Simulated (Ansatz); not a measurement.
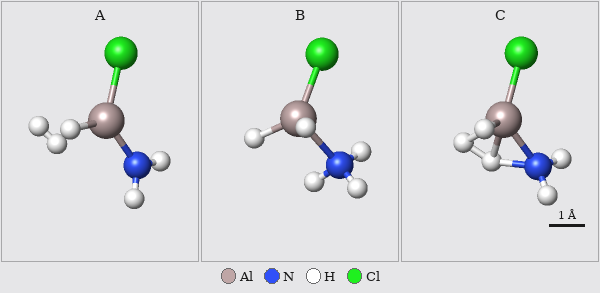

3 geometries from a converged minimum-energy path of AlNH₅Cl, made up at the start of AlNH3Cl and H2, shuffled. A ball-and-stick model, seen from a free direction.

Computed with Ansatz 0.2.0, RKS PBE0-D4/6-31G*. Settings: 5 movable images; climbing image; force threshold 0.03 eV/Å; iteration limit 60; starting path through a guess of the saddle point.

> Which frame is the top of the path?

C. In order along the path, whose images run from 0 to 6: A (image 1, +0.02 eV), C (image 3, +0.78 eV), B (image 5, −0.72 eV). Breaking: H–H (0.75 → 2.84 Å). Forming: Al–H (3.31 → 1.60 Å), H–N (3.06 → 1.02 Å).

Limits of the set-up: the start holds two separate molecules, 3.0 Å apart at their closest, whose relative position is a soft coordinate.

The run took 2.7 min on 1 thread of Arm Neoverse V1, with other jobs on the host, peak memory 0.12 GiB.
